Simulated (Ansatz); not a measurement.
# UB3LYP/3-21G run of [BH3]− (SMILES [BH3-])

Aim: the vertical doublet–quartet gap of [BH3]− at UB3LYP/3-21G, from 2 runs. 

The results are computed with Ansatz 0.2.0.

2 further runs of the same task are left out: 2 set aside as unsound or not needed.

**1. The system as given**

[BH3]− has 4 atoms, charge -1, and is taken as a doublet. As SMILES, `[BH3-]`. Geometry: relaxed at GFN2-xTB.

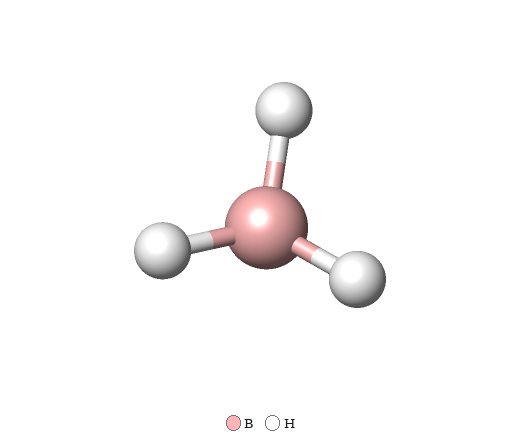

Viewed from a chosen angle; boron pink, hydrogen white.

**2. A single-point energy at UB3LYP/3-21G**

in.yaml reads:

```yaml
crystal:
  periodic: [false, false, false]
  atoms:
    - symbol: B
      position_ang: [0.150430, -0.037330, -0.233800]
    - symbol: H
      position_ang: [0.917080, 0.452560, 0.628490]
    - symbol: H
      position_ang: [-0.279230, -1.161080, 0.118390]
    - symbol: H
      position_ang: [-0.788270, 0.745860, -0.513080]
basis:
  gaussian:
    orbitals: 3-21G.json
total_charge: -1
magnetization:
  spin_polarized: true
  initial_magnetization: 1
hamiltonian:
  xc: {name: B3LYP}
accuracy: high
```

The basis set 3-21G is read from a file made from the Basis Set Exchange's data (not shown).

Command:

```
$ ansatz run in.yaml --threads 1 --pin off --max-ram 2610MiB --events-out events.jsonl --progress --plain --runs-dir runs
```

What it wrote:

```text
Warning: RAYON_NUM_THREADS=1 ignored (pool sized by the plan → 1); use --threads N
Functional definition: B3LYP
  name "B3LYP"
  parameter a0 = 0.2
  parameter ax = 0.72
  parameter ac = 0.81
  exchange = (1 - a0 - ax)*slater_x + ax*b88_x + a0*exact_x
  correlation = (1 - ac)*vwn_rpa_c + ac*lyp_c
294 factors; integrals over basis functions are off by at most 2.6e-9 eV
mean field evaluation 1: about -719.1130 eV, gradient 2.9e0 eV
mean field evaluation 2: about -719.1923 eV, gradient 1.2e0 eV
mean field evaluation 4: about -719.2039 eV, gradient 8.4e-2 eV
mean field evaluation 8: about -719.1839 eV, gradient 7.0e-4 eV
mean field evaluation 16: about -719.1839 eV, gradient 3.7e-8 eV
mean field -719.18387451 eV, -26.4295199079 hartree, gradient 3.7e-8 eV, S^2 0.752190; 0 other end points of the search recorded, 0 dependent functions left out
reference -719.18390033 eV, -26.4295208567 hartree; 5, 4 occupied and 10, 11 virtual orbitals, 294 factors
Total energy: -719.18390033 eV, -26.4295208567 hartree
```

Run time: 0.77 s. Hardware: 1 thread of Arm Neoverse V1, shared host; peak memory 0.1 GiB.

**3. The quartet, same level**

input.yaml reads:

```yaml
crystal:
  periodic: [false, false, false]
  atoms:
    - {symbol: B, position_ang: [0.150430, -0.037330, -0.233800]}
    - {symbol: H, position_ang: [0.917080, 0.452560, 0.628490]}
    - {symbol: H, position_ang: [-0.279230, -1.161080, 0.118390]}
    - {symbol: H, position_ang: [-0.788270, 0.745860, -0.513080]}
basis:
  gaussian: {orbitals: 3-21G.json}
hamiltonian: {xc: {name: B3LYP}}
total_charge: -1
magnetization: {spin_polarized: true, initial_magnetization: 3}
accuracy: high
```

The basis set 3-21G is read from a file made from the Basis Set Exchange's data (not shown).

Command:

```
$ ansatz run input.yaml --threads 1 --pin off --max-ram 2610MiB --events-out events.jsonl --progress --plain --runs-dir runs
```

What it wrote, shortened:

```text
Warning: RAYON_NUM_THREADS=1 ignored (pool sized by the plan → 1); use --threads N
[... 7 set-up lines as earlier in the session ...]
294 factors; integrals over basis functions are off by at most 2.6e-9 eV
mean field evaluation 1: about -708.6594 eV, gradient 4.7e0 eV
mean field evaluation 2: about -708.9251 eV, gradient 1.9e0 eV
mean field evaluation 4: about -708.9734 eV, gradient 3.7e-1 eV
mean field evaluation 8: about -708.9460 eV, gradient 6.2e-1 eV
mean field evaluation 16: about -709.1019 eV, gradient 1.1e-5 eV
mean field evaluation 32: about -708.9966 eV, gradient 1.1e0 eV
mean field -709.10188715 eV, -26.0590137062 hartree, gradient 1.7e-8 eV, S^2 3.751337; 6 other end points of the search recorded, 0 dependent functions left out
reference -709.10191392 eV, -26.0590146899 hartree; 6, 3 occupied and 9, 12 virtual orbitals, 294 factors
Total energy: -709.10191392 eV, -26.0590146899 hartree
```

Run time: 1.1 s. Hardware: 1 thread of Arm Neoverse V1, shared host; peak memory 0.1 GiB.

**4. Summary of results**

Level: UB3LYP/3-21G.

| quantity | value |
| --- | --- |
| doublet: total energy | -26.42952 Eh |
| doublet: ⟨S²⟩ | 0.752 |
| quartet: total energy | -26.05901 Eh |
| quartet: ⟨S²⟩ | 3.751 |
| vertical energy of the quartet above the doublet | 10.082 eV |

**Reading.** At this shape the quartet lies 10.08 eV (232 kcal/mol) above the doublet. For an anion a state so high probably lies above electron detachment.
